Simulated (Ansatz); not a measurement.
Species, as SMILES: O=[B] (B-O), doublet.
Atoms: B1, O2. Bonds: B1-O2.

Basis-set convergence of the optimised B1-O2 bond length at CCSD(T) with Ansatz (a first-principles code). The reference of a correlated method is not its basis-set limit, which lies further on. Cartesian d functions, on some or all atoms, in 6-31G*; all else is spherical. Cores are frozen. Open shells are unrestricted. No added dispersion term, no relativity. Reference: the value in def2-QZVPP, 1.2085 Å, itself unsure by roughly 0.0003 Å (its distance from cc-pVQZ). Deviations are taken from unrounded values.

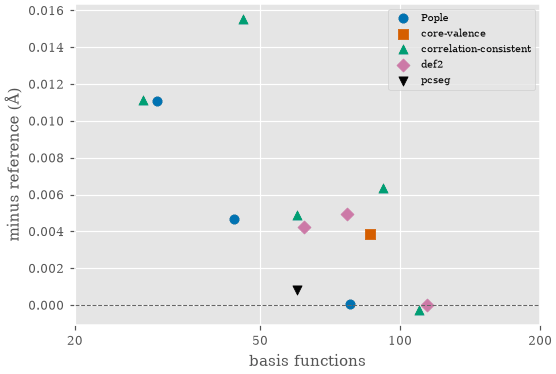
Fig. 1. Deviation from the reference against the number of basis functions, by family of sets.

```tsv
basis	functions	optimised B1-O2 bond length (Å)	minus reference (Å)
cc-pVDZ	28	1.2196	0.0111
6-31G*	30	1.2196	0.0111
6-311+G**	44	1.2132	0.0047
aug-cc-pVDZ	46	1.2240	0.0156
cc-pVTZ	60	1.2134	0.0049
pcseg-2	60	1.2093	0.0008
def2-TZVPP	62	1.2127	0.0042
def2-TZVPPD	77	1.2134	0.0049
6-311++G(3df,3pd)	78	1.2085	0.0001
cc-pCVTZ	86	1.2123	0.0039
aug-cc-pVTZ	92	1.2148	0.0064
cc-pVQZ	110	1.2082	-0.0003
def2-QZVPP	114	1.2085	0.0000
```
